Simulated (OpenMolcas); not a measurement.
**CH8BN (SMILES [BH3-][NH2+]C): levels of theory compared**

Aim: a comparison of 6 runs (HF/3-21G, B3LYP/cc-pVDZ, BLYP/cc-pVDZ, TPSS/cc-pVDZ, r2SCAN/cc-pVDZ, CCSD(T)/cc-pVDZ) of CH8BN. 

The results are computed with OpenMolcas 26.06.

**1. Starting point**

CH8BN: 11 atoms, total charge 0, spin state singlet. As SMILES, `[BH3-][NH2+]C`. The shape is that of a PBE0-D4/def2-TZVP optimisation.

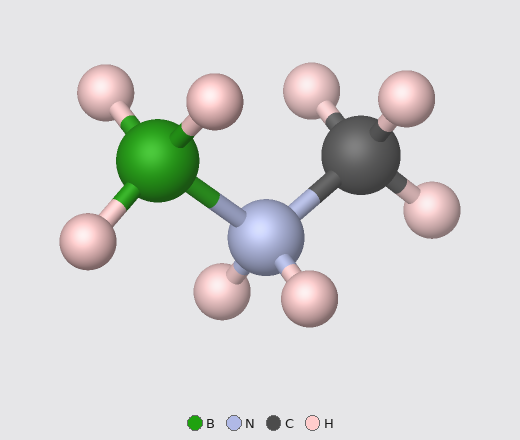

Viewed from a chosen angle; boron green, nitrogen light blue, carbon dark grey, hydrogen pink.

**2. Energy and gradient at HF/3-21G (run 1)**

File job.inp:

```
&GATEWAY
 BASLIB = $CurrDir
 COORD
 11
 angstrom
 B       -0.828400       1.032000      -0.205100
 N       -0.349500      -0.497500       0.070800
 C        1.107800      -0.661100       0.155200
 H       -2.040900       0.991000      -0.245400
 H       -0.325100       1.341700      -1.265700
 H       -0.402900       1.677500       0.731200
 H       -0.783500      -0.815200       0.932300
 H       -0.721000      -1.084700      -0.669900
 H        1.475700      -0.024100       0.957600
 H        1.543500      -0.317100      -0.781300
 H        1.389800      -1.699400       0.341100
 BASIS = 3-21G
 GROUP = NoSym

&SEWARD

&SCF
 THRESHOLDS = 1e-10 1e-07 1e-07 1e-05
 PRORBITALS = 1 2

&ALASKA
```

The basis set 3-21G is read from a file made from the Basis Set Exchange's data (not shown).

Launch:

```console
$ export MOLCAS_MEM=1860
$ pymolcas job.inp > job.log
```

The program printed:

```text
--- Start Module: gateway ---
[...]
--- Stop Module: gateway /rc=_RC_ALL_IS_WELL_ ---
[...]
      Basis functions           43
[...]
--- Start Module: scf ---
[...]
       Convergence after  11 Iterations
[...]
::    Total SCF energy                               -120.9769760686
[...]
      Total spin, S                                     0.0000000000
[...]
      Total electronic charge=   26.000000
      Total            charge=   -0.000000
[...]
      Dipole Moment (debye):
      Origin of the operator (angstrom)=   -0.0130   -0.0769    0.0132
                   X=  2.0691E+00               Y= -5.4603E+00               Z=  9.9874E-01           Total=  5.9240E+00
      Quadrupole Moment (debye*angstrom):
[...]
--- Stop Module: scf /rc=_RC_ALL_IS_WELL_ ---
[...]
--- Start Module: alaska ---
[...]
 *              Molecular gradients               *
 **************************************************
  Irreducible representation: a
 ------------------------------------------------------------------------------------------
                              X                       Y                       Z
 ------------------------------------------------------------------------------------------
  B1                5.04589221864959E-03   -1.58898439865187E-02    2.82568886058571E-03
  N2                1.64074720429999E-02    2.65278293033888E-02   -3.83696940666713E-03
  C3               -2.66916669086137E-02   -1.99017734554441E-03   -6.31458552900921E-04
  H4               -8.54545999661394E-04   -7.51375263890297E-04    9.69063618857235E-05
  H5                5.02594935156475E-04   -8.16160533104515E-04   -9.55449044238943E-04
  H6                4.32320074748804E-04   -4.29629932765518E-04    1.24197859346697E-03
  H7               -6.23068136770710E-04   -3.61906372272824E-03    2.36647552754876E-03
  H8               -4.89244628616881E-04   -4.19583565184234E-03   -1.08865506191158E-03
[...]
--- Stop Module: alaska /rc=_RC_ALL_IS_WELL_ ---
[...]
```

It took 3.9 s on 1 thread of AMD EPYC 7R43 (Zen 3), shared host; peak memory 0.37 GiB.

**3. Energy and forces at B3LYP/cc-pVDZ (run 2)**

File job.inp:

```
>>> EXPORT MOLCAS_PRINT=2
&GATEWAY
BASLIB=$CurrDir
COORD
11
bohr
B     -1.56544912     1.95019736    -0.38758283
N     -0.66045928    -0.94013875     0.13379261
C      2.09343860    -1.24929794     0.29328549
H     -3.85674205     1.87271859    -0.46373879
H     -0.61434996     2.53544554    -2.39182636
H     -0.76137066     3.17001557     1.38176774
H     -1.48060042    -1.54050474     1.76179167
H     -1.36249254    -2.04978593    -1.26592753
H      2.78866884    -0.04554240     1.80960174
H      2.91679227    -0.59923215    -1.47644302
H      2.62634137    -3.21140058     0.64458558
BASIS=cc-pVDZ
GROUP=NoSym
&SEWARD
GRIDINPUT
Grid=UltraFine
End of Grid
&SCF
KSDFT=B3LYP
THRESHOLDS=1e-10 1e-07 1e-07 1e-05
PRORBITALS=1 1
&ALASKA
```

The basis set cc-pVDZ is read from a file made from the Basis Set Exchange's data (not shown).

Launch:

```console
$ export MOLCAS_MEM=1860
$ pymolcas job.inp > job.log
```

The program printed:

```text
--- Start Module: gateway ---
[...]
--- Stop Module: gateway /rc=_RC_ALL_IS_WELL_ ---
[...]
      Basis functions           82
[...]
--- Start Module: scf ---
[...]
       Convergence after  13 Iterations
[...]
::    Total KS-DFT energy                            -122.5264538592
[...]
      Total spin, S                                     0.0000000000
[...]
      Total electronic charge=   26.000000
      Total            charge=   -0.000000
[...]
      Dipole Moment (debye):
      Origin of the operator (angstrom)=   -0.0130   -0.0769    0.0132
                   X=  1.8090E+00               Y= -5.0575E+00               Z=  9.2087E-01           Total=  5.4497E+00
      Quadrupole Moment (debye*angstrom):
[...]
--- Stop Module: scf /rc=_RC_ALL_IS_WELL_ ---
[...]
--- Start Module: alaska ---
[...]
 *              Molecular gradients               *
 **************************************************
  Irreducible representation: a
 ------------------------------------------------------------------------------------------
                              X                       Y                       Z
 ------------------------------------------------------------------------------------------
  B1                1.34316713897675E-03   -1.50896551624236E-03    2.64226152706826E-04
  N2               -9.99947237438459E-04   -4.80206334645794E-03    7.54266502126790E-04
  C3               -3.07000157984127E-04    1.71692827323300E-03   -2.28085149654111E-04
  H4                4.29052542668185E-03    2.53310493586345E-04    1.27612834648377E-04
  H5               -1.70408338599826E-03   -1.09039196900107E-03    3.75563776562116E-03
  H6               -1.41435576757343E-03   -2.25519148644127E-03   -3.27464863941396E-03
  H7                3.21703464898393E-03    2.83859513078566E-03   -4.97990117464209E-03
  H8                2.86602585055484E-03    4.35630808955434E-03    4.01363953820644E-03
[...]
--- Stop Module: alaska /rc=_RC_ALL_IS_WELL_ ---
[...]
```

Run time: 56 s. Hardware: 1 thread of AMD EPYC 7R43 (Zen 3), shared host; peak memory 0.45 GiB.

**4. Energy and gradient at BLYP/cc-pVDZ (run 3)**

File run.input:

```
&GATEWAY
  BASLIB=$CurrDir
  COORD
  11
  angstrom
  B       -0.828400       1.032000      -0.205100
  N       -0.349500      -0.497500       0.070800
  C        1.107800      -0.661100       0.155200
  H       -2.040900       0.991000      -0.245400
  H       -0.325100       1.341700      -1.265700
  H       -0.402900       1.677500       0.731200
  H       -0.783500      -0.815200       0.932300
  H       -0.721000      -1.084700      -0.669900
  H        1.475700      -0.024100       0.957600
  H        1.543500      -0.317100      -0.781300
  H        1.389800      -1.699400       0.341100
  BASIS=cc-pVDZ
  GROUP=NoSym

&SEWARD
  GRIDINPUT
  Grid=UltraFine
  End of Grid

&SCF
  KSDFT=BLYP
  THRESHOLDS=1e-10 1e-07 1e-07 1e-05
  PRORBITALS=0

&ALASKA
```

The basis set cc-pVDZ is read from a file made from the Basis Set Exchange's data (not shown).

Launch:

```console
$ export MOLCAS_MEM=1860
$ pymolcas run.input > run.log
```

The program printed:

```text
--- Start Module: gateway ---
[...]
--- Stop Module: gateway /rc=_RC_ALL_IS_WELL_ ---
[...]
      Basis functions           82
[...]
--- Start Module: scf ---
[...]
       Convergence after  13 Iterations
[...]
::    Total KS-DFT energy                            -122.4308351896
[...]
      Total spin, S                                     0.0000000000
[...]
      Total electronic charge=   26.000000
      Total            charge=   -0.000000
[...]
      Dipole Moment (debye):
      Origin of the operator (angstrom)=   -0.0130   -0.0769    0.0132
                   X=  1.7707E+00               Y= -5.0054E+00               Z=  9.1063E-01           Total=  5.3869E+00
      Quadrupole Moment (debye*angstrom):
[...]
--- Stop Module: scf /rc=_RC_ALL_IS_WELL_ ---
[...]
--- Start Module: alaska ---
[...]
 *              Molecular gradients               *
 **************************************************
  Irreducible representation: a
 ------------------------------------------------------------------------------------------
                              X                       Y                       Z
 ------------------------------------------------------------------------------------------
  B1                1.96467589373972E-03   -2.66667782119878E-03    4.84194235215174E-04
  N2                6.58815784034594E-04   -9.44731958227540E-03    1.60084513553670E-03
  C3               -3.60765980308475E-03    3.08128882127234E-03   -5.88187186273736E-04
  H4                6.86430010252881E-03    2.07151045808873E-04    2.35434982184313E-04
  H5               -2.64543069451539E-03   -1.84161018515350E-03    5.95337087753256E-03
  H6               -2.19617780987980E-03   -3.69507042745187E-03   -5.17172770860075E-03
  H7                6.13450799098336E-03    5.16820576036392E-03   -1.05482307472791E-02
  H8                5.38279006430420E-03    8.41397724471493E-03    8.71942772065593E-03
[...]
--- Stop Module: alaska /rc=_RC_ALL_IS_WELL_ ---
[...]
```

Run time: 57 s. Hardware: 1 thread of AMD EPYC 7R43 (Zen 3), shared host; peak memory 0.46 GiB.

Runs 4 to 5 aren't shown in full; the table further down has their settings and results.

**5. A single-point energy at CCSD(T)/cc-pVDZ (run 6)**

File calc.input:

```
>>> EXPORT MOLCAS_PRINT=2
&GATEWAY
BASLIB = $CurrDir
COORD
11
angstrom
B       -0.828400       1.032000      -0.205100
N       -0.349500      -0.497500       0.070800
C        1.107800      -0.661100       0.155200
H       -2.040900       0.991000      -0.245400
H       -0.325100       1.341700      -1.265700
H       -0.402900       1.677500       0.731200
H       -0.783500      -0.815200       0.932300
H       -0.721000      -1.084700      -0.669900
H        1.475700      -0.024100       0.957600
H        1.543500      -0.317100      -0.781300
H        1.389800      -1.699400       0.341100
BASIS = cc-pVDZ
GROUP = NoSym
&SEWARD
&SCF
THRESHOLDS = 1e-10 1e-07 1e-07 1e-05
PRORBITALS = 1 2
&RASSCF
FILEORB = $Project.ScfOrb
SPIN = 1
NACTEL = 0 0 0
INACTIVE = 13
RAS2 = 0
OUTORBITALS = Canonical
ORBLISTING = Few
&MOTRA
JOBIPH
FROZEN = 3
&CCSDT
CCT
TRIPLES = 2
ITERATIONS = 80
ACCURACY = 1e-08
EXTRAPOLATION = 5 4
```

The basis set cc-pVDZ is read from a file made from the Basis Set Exchange's data (not shown).

Launch:

```console
$ export MOLCAS_MEM=1860
$ pymolcas calc.input > calc.log
```

The program printed:

```text
--- Start Module: gateway ---
[...]
--- Stop Module: gateway /rc=_RC_ALL_IS_WELL_ ---
[...]
      Basis functions           82
[...]
       Convergence after  11 Iterations
[...]
::    Total SCF energy                               -121.6541836891
[...]
      Total spin, S                                     0.0000000000
[...]
      Number of active orbitals                  0
[...]
      Spin quantum number                      0.0
[...]
      Active orbitals                            0
[...]
      Number of CSFs                             1
[...]
      Number of root(s) required                 1
[...]
      Convergence after  4 iterations
[...]
      Natural orbitals and occupation numbers for root  1
      ************************************************************************************************************************
      *                                                    Final results                                                     *
      ************************************************************************************************************************
[...]
::    RASSCF root number  1 Total energy:   -121.65418369
[...]
      Total electronic charge=   26.000000
      Total            charge=   -0.000000
[...]
      Dipole Moment (debye):
      Origin of the operator (angstrom)=   -0.0130   -0.0769    0.0132
                   X=  1.9148E+00               Y= -5.1932E+00               Z=  9.4779E-01           Total=  5.6155E+00
      Quadrupole Moment (debye*angstrom):
[...]
--- Start Module: motra ---
[...]
      *** WARNING: Default frozen orbitals is overwritten by user input.
      *** Default values:   3
[...]
--- Stop Module: motra /rc=_RC_ALL_IS_WELL_ ---
[...]
--- Start Module: ccsdt ---
[...]
      Convergence after                    13  Iterations
      Total energy (diff) :    -122.14390047       0.00000001
[...]
 METHOD                       : CCSD+T(CCSD)+<T3(1)WT1> = CCSD(T)
[...]
       CCSD     =      -122.1439004726928
[...]
--- Stop Module: ccsdt /rc=_RC_ALL_IS_WELL_ ---
[...]
```

Run time: 44 s. Hardware: 1 thread of AMD EPYC 7R43 (Zen 3), shared host; peak memory 0.46 GiB.

**6. The series**

```
run            level  integration grid      task  energy (Eh)  dipole moment (D) of the reference  HOMO energy (eV)  LUMO energy (eV)  wall time
  1         HF/3-21G                 –  gradient  -120.976976                                5.92            -10.86              5.80      3.9 s
  2    B3LYP/cc-pVDZ         UltraFine  gradient  -122.526454                                5.45             -7.35              0.49       56 s
  3     BLYP/cc-pVDZ         UltraFine  gradient  -122.430835                                5.39             -6.07             -0.10       57 s
  4     TPSS/cc-pVDZ         UltraFine  gradient  -122.550000                                5.44             -6.42              0.23       71 s
  5   r2SCAN/cc-pVDZ         UltraFine  gradient  -122.437047                                5.48             -6.51              0.61       67 s
  6  CCSD(T)/cc-pVDZ                 –    energy  -122.156066                                5.62            -11.03              3.96       44 s
```

**7. Summary of results**

| quantity | value |
| --- | --- |
| run 6: total energy | -122.15607 Eh |
| run 6: dipole moment (mean-field density) | 5.62 D |
| run 6: HOMO energy (Hartree–Fock orbitals) | -11.03 eV |
| run 6: LUMO energy (Hartree–Fock orbitals) | 3.96 eV |
| run 6: HOMO–LUMO gap (Hartree–Fock orbitals) | 14.99 eV |
| run 6: correlation energy (3 core orbitals frozen) | -501.9 mEh |
| run 6: (T) correction | -12.17 mEh |

In words: Over runs 1, 2, 3, 4, 5 the dipole moment (its size) runs from 5.39 D (BLYP/cc-pVDZ) to 5.92 D (HF/3-21G). The two ends differ in method and basis. Over runs 1, 2, 3, 4, 5 the HOMO–LUMO gap runs from 5.97 eV (BLYP/cc-pVDZ) to 16.66 eV (HF/3-21G). Totals of different functionals can't be ranked against each other. All runs together took 5 min, the longest 71 s.
